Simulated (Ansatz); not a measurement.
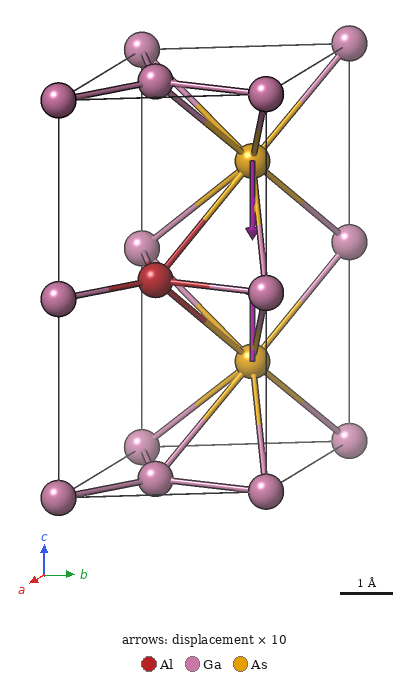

This is a relaxation of a crystal of AlGa3As2 (a generated structure, set up in P-6m2) (coarse preliminary run). The starting structure is drawn; purple arrows show the displacements (the part carried along by the change of the cell is left out), 10 times their true length.

A ball-and-stick model of the cell of the calculation, seen slightly off an axis.

Theory: DFT PBE, scalar-relativistic, plane waves, PAW (Ansatz 0.2.0). Settings: plane-wave cutoff 420 eV; k-point mesh 6 × 6 × 2; occupations gaussian; smearing width 0.1 eV; no spin polarisation; cell and atoms relaxed; force threshold 0.04 eV/Å; at most 70 steps.

Atoms of which element are displaced furthest, and by how much?

Arsenic: up to 0.16 Å, against 0.00 Å for aluminium.

What did the optimiser do to the structure, and how much energy did it gain?

The largest moves relative to the cell, 0.16 Å, are those of As atoms. Al and Ga stay in place. The drawn cell changes as follows: a = b 4.077 → 4.280 Å (+5.0 %), c 8.048 → 7.733 Å (−3.9 %); the volume changes by +5.9 %. Near-neighbour distances that change, for instance: As–Ga 3.086 → 3.230 Å, Al–Ga 2.354 → 2.471 Å, Ga–Ga 2.354 → 2.471 Å, Al–As 3.107 → 3.050 Å. The space group stays P-6m2 (No. 187). The energy falls by 0.536 eV per cell of the calculation in 3 accepted moves (4 points after the start). The largest force component goes from 0.56 to 0.019 eV/Å. The pressure goes from 5.88 to 0.12 GPa. At 1 point the geometry stayed and the basis and grid were re-selected for the new cell (energy shift of 2.4 meV per cell of the calculation at most each time). The run took 36 s on 1 thread of AMD EPYC 7R43 64-Core Processor (Zen 3), on a shared host, peak memory 0.44 GiB.

Limits of the set-up: the k-point mesh is coarse for a cell with partly filled bands.
